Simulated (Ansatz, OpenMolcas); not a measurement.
Strength of the O–H bond: H2O → OH + H

Species: H2O (water) `O`, singlet; OH, doublet; H atom, doublet. 

Shapes, held fixed at every level: PBE0-D4/def2-TZVP. Programs: Ansatz 0.2.0, OpenMolcas 26.06. The zero-point and thermal change to 298 K, harmonic and unscaled (PBE0-D4/def2-TZVP), is -29.1 kJ/mol.

```csv
level,kind,ΔH(298 K) (kJ/mol),less CCSD(T)/CBS estimate
SPW92/def2-TZVPP,LDA,+563.4,+62.9
PBE-D4/def2-TZVPP,GGA,+488.9,-11.6
M06-L/aug-cc-pVTZ,meta-GGA,+472.8,-27.7
B3LYP/6-31G* (spherical functions),global hybrid,+457.0,-43.5
BHLYP/aug-cc-pVTZ,global hybrid,+463.2,-37.3
wB97M-V/def2-TZVPP,range-separated hybrid,+489.4,-11.1
MP2/def2-SVP,perturbation theory,+467.6,-32.9
CCSD(T)/CBS estimate,coupled cluster or CI,+500.5,0.0
```

The highest level, CCSD(T)/CBS estimate, gives ΔH(298 K) = +500.5 kJ/mol; the levels span +457.0 to +563.4. The column of differences is taken from that level and isn't an error. No measured value is set beside it here. Open shells run unrestricted unless RO is named. The CBS estimate extrapolates MP2 from def2-TZVPP and def2-QZVPP and adds CCSD(T) − MP2 in the triple-zeta set, cores frozen.

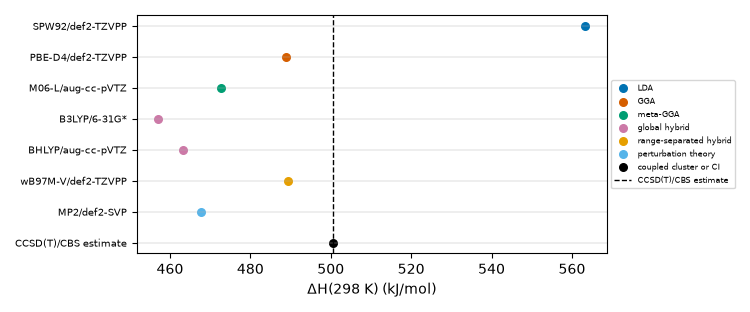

The values of the table, level by level.
